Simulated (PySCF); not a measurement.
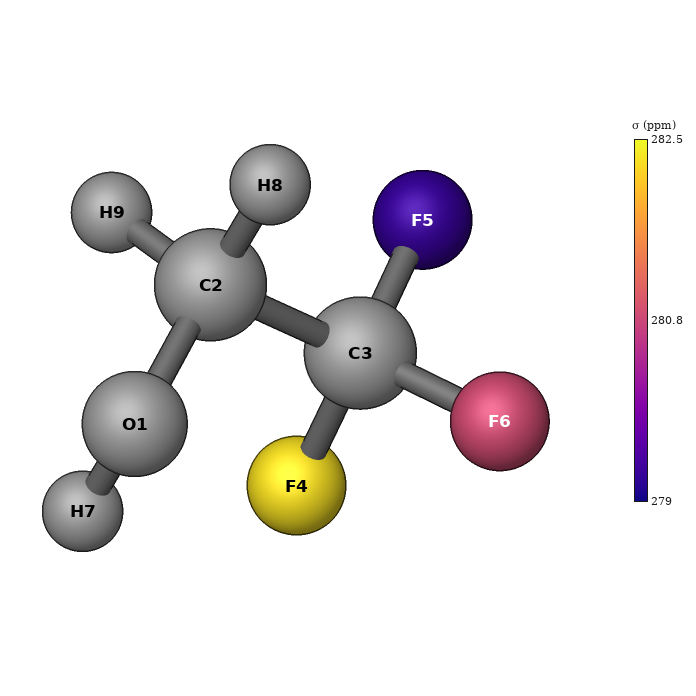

Atoms are coloured by their isotropic NMR shieldings (F only, the others grey). The geometry was computed by an optimisation with PBE0-D3(BJ)/def2-SVP. No frequency run is at hand to confirm it as a minimum. Method: GIAO PBE0/aug-cc-pVDZ NMR shielding, non-relativistic, gas phase (PySCF 2.14.0).

Give the isotropic NMR shieldings of the F atoms atom by atom.

```tsv
atom	σ (ppm)
F4	282.3
F5	279.3
F6	280.8
```
